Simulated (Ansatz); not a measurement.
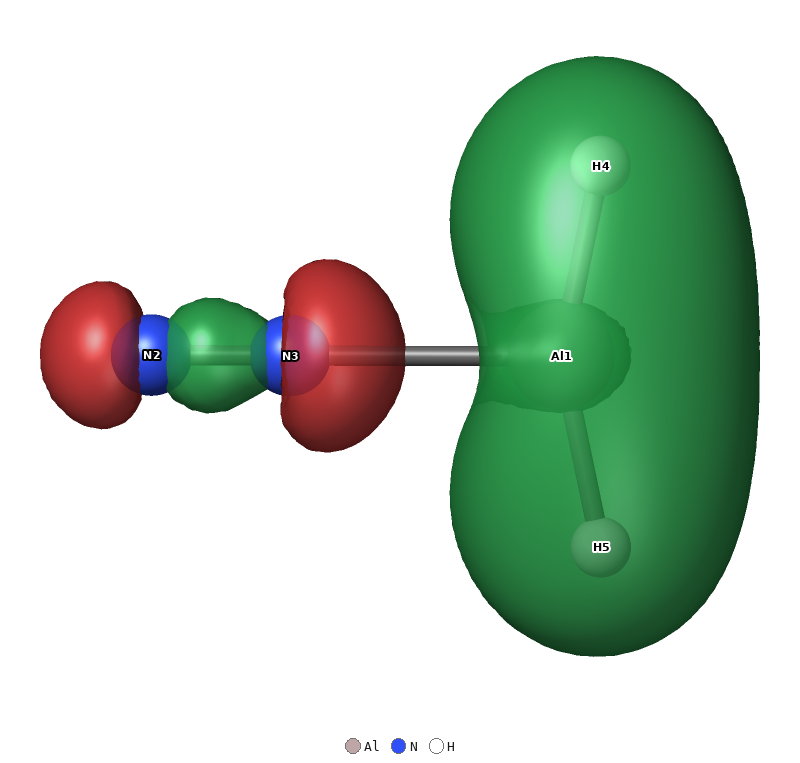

AlH$_{2}$N$_{2}$ (charge +1). The HOMO−1 at ±0.1 Å⁻³ᐟ² (green and red are the two phases), seen across its widest extent.

Geometry: B3LYP/6-31G*.

Computed with isolated molecule in a Gaussian basis; Kohn-Sham density functional theory, functional PBE0 (Ansatz 0.2.0).

```tsv
atom	x (Å)	y (Å)	z (Å)
Al	0.7856	0.3255	0.0658
N	-0.0205	-1.5636	-2.4699
N	0.2522	-0.9246	-1.6121
H	2.2447	0.7228	-0.2925
H	-0.5187	0.2905	0.9102
```

### Where does this orbital lie, and at what energy?

It lies mainly on Al1 (about 50 %), H4 (about 20 %), H5 (about 20 %) and N3 (about 5 %); it is symmetric in the molecular plane (an in-plane orbital: σ, lone-pair or in-plane π type). Its energy is −17.04 eV.
